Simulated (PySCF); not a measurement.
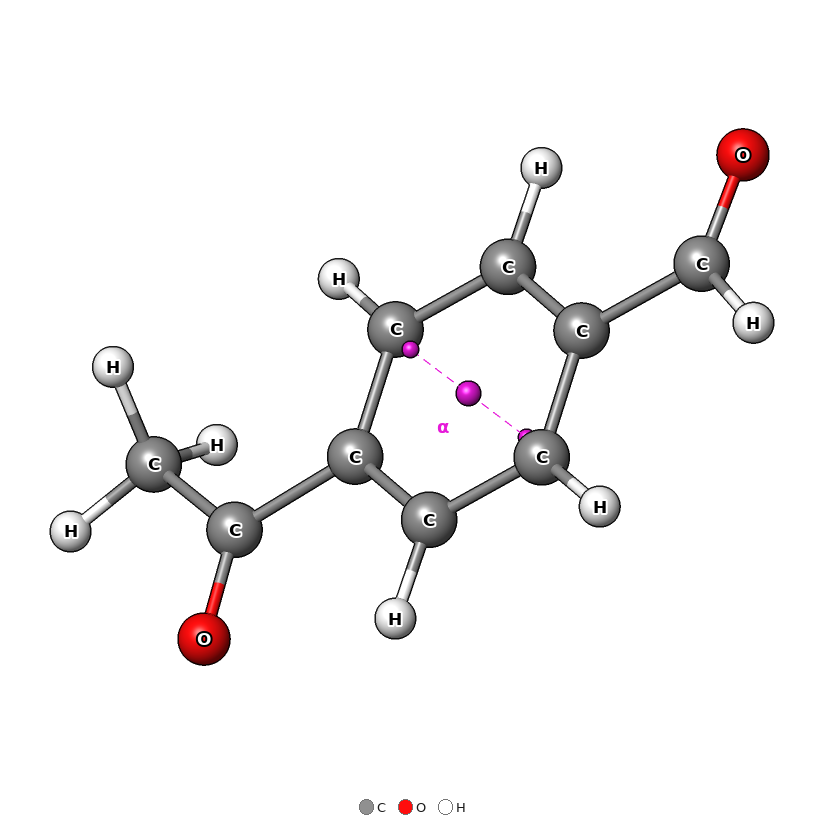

The small points mark where nucleus-independent chemical shifts (NICS) were computed: at the centre of each lettered ring and 1 Å above and below it. The computed structure is the end point of a PBE0-D3(BJ)/def2-SVP optimisation. No frequency run is at hand to confirm it as a minimum. Method: GIAO PBE0/pcSseg-1 NMR shielding, non-relativistic, IEF-PCM dichloromethane (PySCF 2.14.0).

Give NICS(0), NICS(1) and the out-of-plane component NICS(1)zz for each ring (means of the two sides).

```json
{"ring": "α", "members": "C6", "NICS(0)": "−8.0", "NICS(1)": "−11.2", "NICS(1)zz": "−26.5"}
```

Values in ppm.

What do the values say about the ring currents?

Answer. Ring α: diatropic, as in an aromatic ring. NICS is one index among several.
